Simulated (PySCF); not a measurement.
Molecule: In(H)(Vi)(OH), SMILES [CH](=C)[InH][OH]. Atoms near the plane z = 1.5 Å, at the PBE0/def2-SVP optimised geometry (x, y, z in Å): In1 (-0.2, -1.2, 0.0), H2 (-0.9, -2.8, 0.0), C3 (-1.1, 0.7, 0.0), C4 (-0.3, 1.8, 0.0), H5 (-2.2, 0.8, 0.0), H6 (-0.8, 2.8, 0.0), H7 (0.8, 1.8, 0.0), O8 (1.8, -1.2, 0.0), H9 (2.2, -0.4, 0.0).

Calculation: PBE0/def2-TZVP, def2 effective core potentials past Kr (PySCF 2.14.0). The core electrons that the potentials of In replace are not part of the density. The values are rescaled to run from 0 to 1.

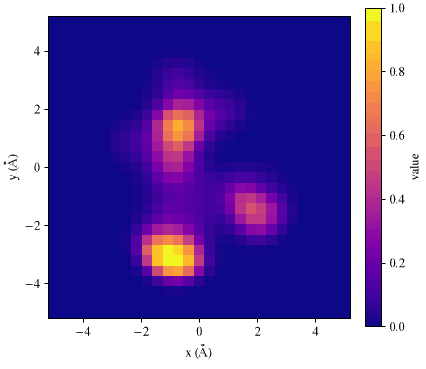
Figure: a field on the plane z = 1.5 Å.

### Question
Which quantity is mapped?
A. deformation density (molecule minus spherical neutral atoms)
B. an orbital amplitude
C. electron localisation function
D. electrostatic potential

### Answer
C, electron localisation function
